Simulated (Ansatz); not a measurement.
Energy against volume for HfO2 (fluorite)

HfO2 (fluorite)

```yaml
crystal:
  lattice:
    - [0.00000, 2.52190, 2.52190]
    - [2.52190, 0.00000, 2.52190]
    - [2.52190, 2.52190, 0.00000]
  atoms:
    - { symbol: Hf, position: [0.00000, 0.00000, 0.00000] }
    - { symbol: O, position: [0.25000, 0.25000, 0.25000] }
    - { symbol: O, position: [0.75000, 0.75000, 0.75000] }
```

Equation-of-state scan: isotropic scaling of the cell above, V₀ being its volume. Symmetry pins the atoms to their sites.

These are PBEsol (plane waves to 420 eV, PAW, scalar-relativistic; Ansatz, a first-principles code) values and carry that method's errors. k mesh 12×12×12 (Γ-centred), Fermi-Dirac smearing 0.05 eV. E stands for the smeared free energy. Stress and pressure are positive under compression. HfO2 is run without spin polarisation. HfO2 was relaxed with its symmetry unable to fall. Spin-orbit coupling is left out, though Hf is heavy. This is a high-temperature form of HfO2. The zero of ΔE is the relaxed starting cell.

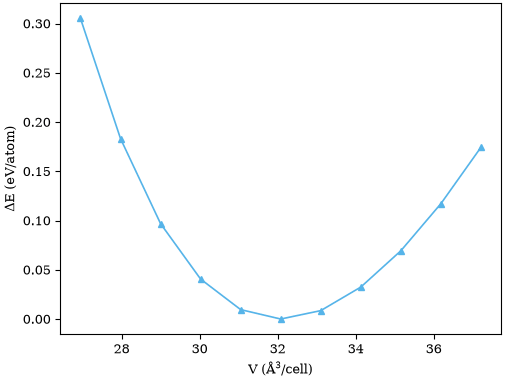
Figure. ΔE (eV/atom) against V (Å³/cell); one marker a computed point.

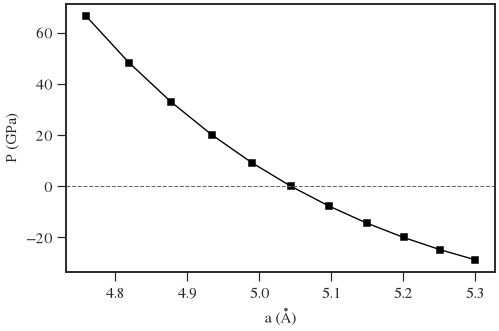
Figure. P (GPa) against a (Å); computed points joined by lines.

The pressure for 5 % compression (fit) is 15.1 GPa and the pressure at the smallest volume comes out as 66.5 GPa. The energy cost of the largest compression comes out as 305.2 meV/atom, the energy cost of the largest expansion is 174.3 meV/atom and the equilibrium volume of the fit comes out as 10.69 Å³/atom.

P = (3B₀/2)(x⁷ − x⁵)[1 + ¾(B₀′ − 4)(x² − 1)] with x = (1/0.95)^(1/3), B₀ = 264 GPa and B₀′ = 4.20.

(A scan under strain: stresses follow from slopes of the energy per volume, elastic moduli from its curvatures.)
